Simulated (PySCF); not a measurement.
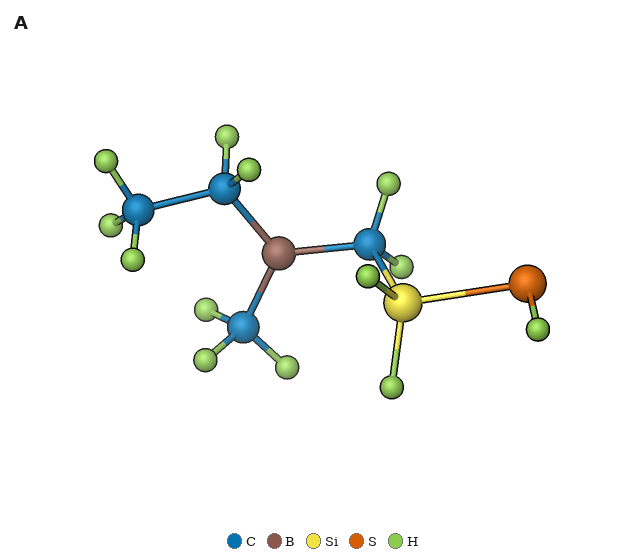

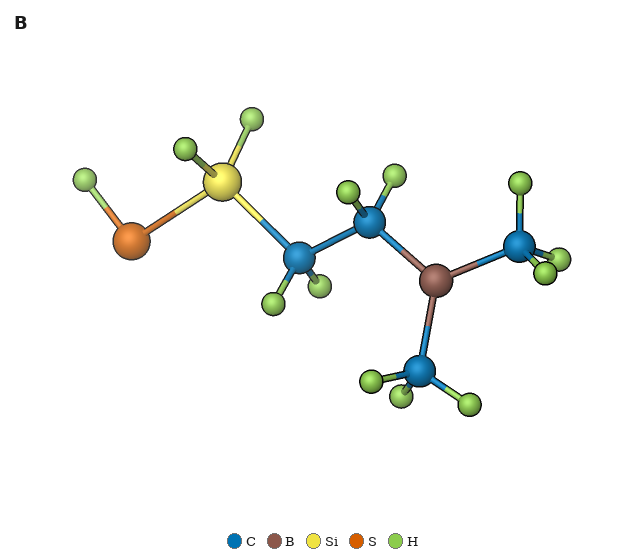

2 stationary structures of one formula. Geometries: GFN2-xTB. Electronic energies: PBE0/pcSseg-1 (PySCF 2.14.0), without zero-point energy. No frequency run is at hand to confirm each as a minimum. Each is one conformer, not always the lowest.

Rank them by energy, lowest first.

A is lowest; B lies 0.193 eV above it. A is `CCB(C)C[SiH2]S`, B is `CB(C)CC[SiH2]S`.

The geometry is semi-empirical. Around B, Si such bond lengths and angles can be off by a tenth of an ångström or more and by several degrees, and values that hang on the shape move with them.
